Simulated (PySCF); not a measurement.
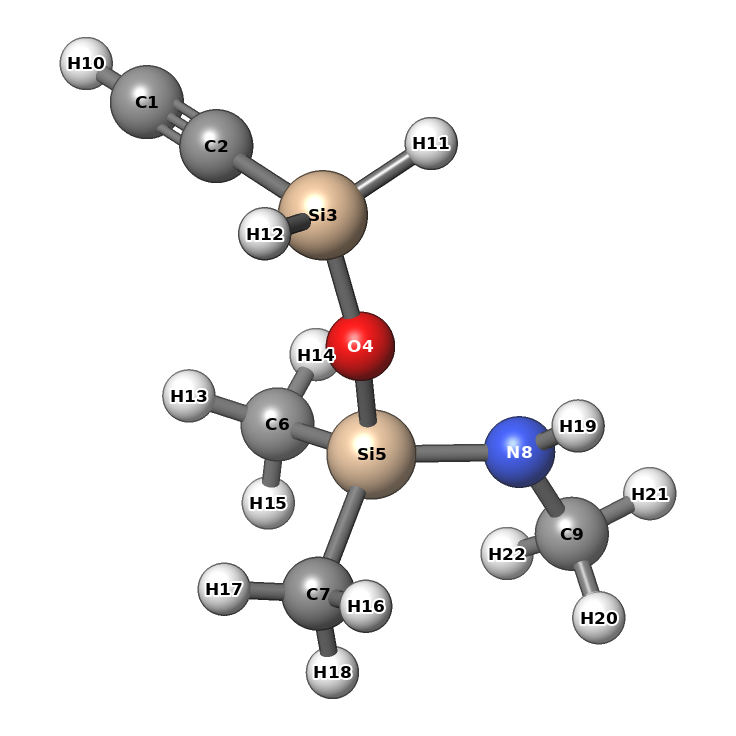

The geometry was computed by an optimisation with GFN2-xTB. No frequency run is at hand to confirm it as a minimum. Electric field gradients from the ground-state density, PBE0/pcSseg-1 (PySCF 2.14.0), non-relativistic apart from any core potentials.

Give the largest field-gradient component, the quadrupole coupling constant and the asymmetry for 17O at O4 (Q = −25.6 mb), 14N at N8 (Q = 20.44 mb), 2H at H10 (Q = 2.86 mb), 2H at H11 (Q = 2.86 mb), 2H at H12 (Q = 2.86 mb), 2H at H13 (Q = 2.86 mb).

```
atom  V_zz (a.u.)  e²qQ/h (MHz)     η
  O4        1.080         −6.49  0.22
  N8       −1.058         −5.08  0.39
 H10        0.386         0.259  0.00
 H11        0.158         0.106  0.01
 H12        0.157         0.106  0.00
 H13        0.327         0.220  0.01
```

The geometry is semi-empirical. Around Si such bond lengths and angles can be off by a tenth of an ångström or more and by several degrees, and values that hang on the shape move with them.
